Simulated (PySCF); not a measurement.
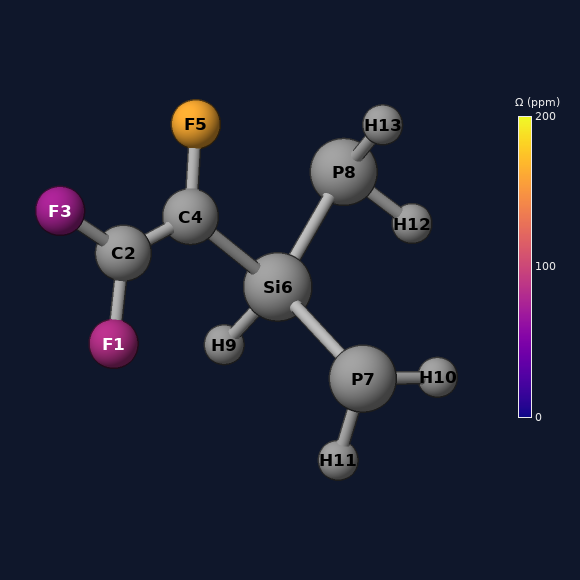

The F atoms are coloured by the span of their shielding tensor. Geometry: a frame of a GFN2-xTB molecular-dynamics simulation, not a minimum. Level of theory: GIAO PBE0/pcSseg-1 NMR shielding, non-relativistic, gas phase (PySCF 2.14.0). Principal shieldings σ11 ≤ σ22 ≤ σ33, span Ω = σ33 − σ11, skew κ = 3(σiso − σ22)/Ω.

Question: Which F atom has the most anisotropic shielding?

Answer: F5, with a span of 163 ppm.

Give the shielding tensors of the F atoms.

| atom | σ11 | σ22 | σ33 | σiso | Ω | κ |
| --- | --- | --- | --- | --- | --- | --- |
| F1 | 245.7 | 305.1 | 330.8 | 293.9 | 85.1 | −0.39 |
| F3 | 215.2 | 286.2 | 290.5 | 264.0 | 75.3 | −0.89 |
| F5 | 293.1 | 393.8 | 456.0 | 380.9 | 163.0 | −0.24 |

Shieldings and span in ppm.
